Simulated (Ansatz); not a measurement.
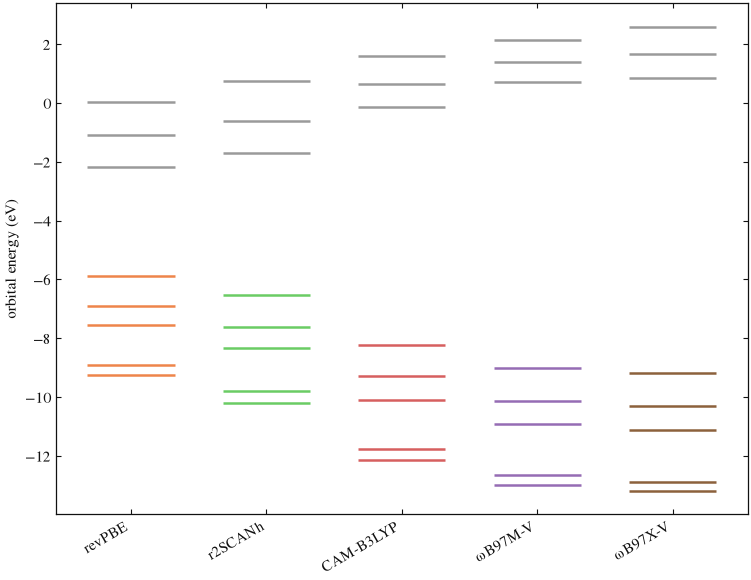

Frontier orbital energies of CH₅BSSi, SMILES CB1[SiH2]S1 at one geometry, def2-TZVPP, the Ansatz code, at a PBE0-D4/def2-TZVP geometry (a minimum by its frequencies). Empty levels are grey, levels within 0.1 eV stand side by side; all columns show the same few orbitals around the gap.

Question: Compare the HOMO-LUMO separations.

Answer: The separation grows from 3.71 eV (revPBE) to 10.05 eV (ωB97X-V).

```csv
level,HOMO (eV),LUMO (eV),separation (eV)
revPBE,−5.89,−2.18,3.71
r2SCANh,−6.52,−1.70,4.82
CAM-B3LYP,−8.23,−0.15,8.09
ωB97M-V,−9.01,0.70,9.71
ωB97X-V,−9.20,0.85,10.05
```

Limits of at least one run: empty levels above zero depend strongly on the basis.
